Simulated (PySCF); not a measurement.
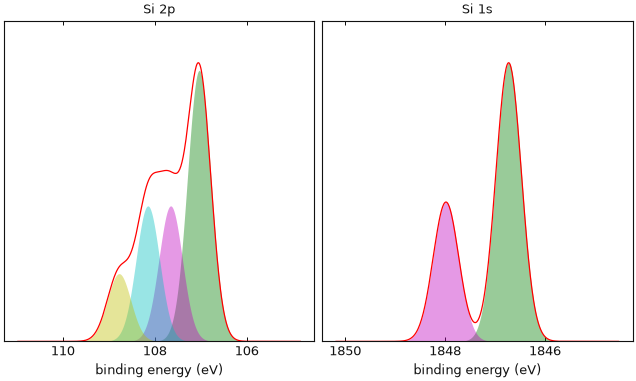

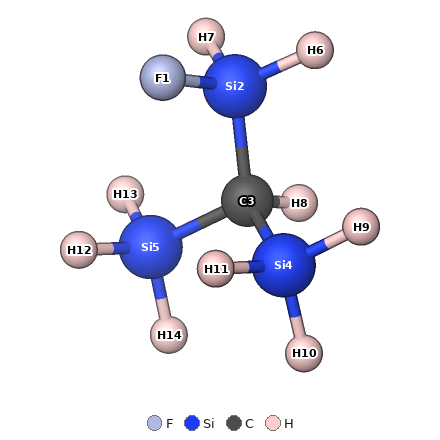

Simulated XPS of CH₉FSi₃, SMILES F[SiH2]C([SiH3])[SiH3]. Vertical core-electron binding energies by ΔSCF (SCAN, pcX-1 on the ionised atom, pcseg-1 elsewhere, spin-free X2C; PySCF 2.14.0, at a PBE0-D3(BJ)/def2-SVP geometry (no frequency check)), gas phase, against the vacuum level. One atom of each kind was ionised; within a panel, areas follow the number of like atoms and 2j + 1 (2p levels are split by first-order spin-orbit coupling, an approximation), each panel is scaled alone, Gaussians of 0.6 eV full width. Only the regions named are shown. Lines closer than the width merge in the curve.

> Which atoms give which peak?

```
   level     atoms  binding energy (eV)
Si 2p1/2       Si2                108.8
Si 2p3/2       Si2                108.2
Si 2p1/2  Si4, Si5                107.7
Si 2p3/2  Si4, Si5                107.0
   Si 1s       Si2               1848.0
   Si 1s  Si4, Si5               1846.7
```

> How large is the chemical shift across the Si 2p region?

1.1 eV, from Si4, Si5 at 107.0 eV to Si2 at 108.2 eV.

Caveats: one conformer of a flexible molecule.
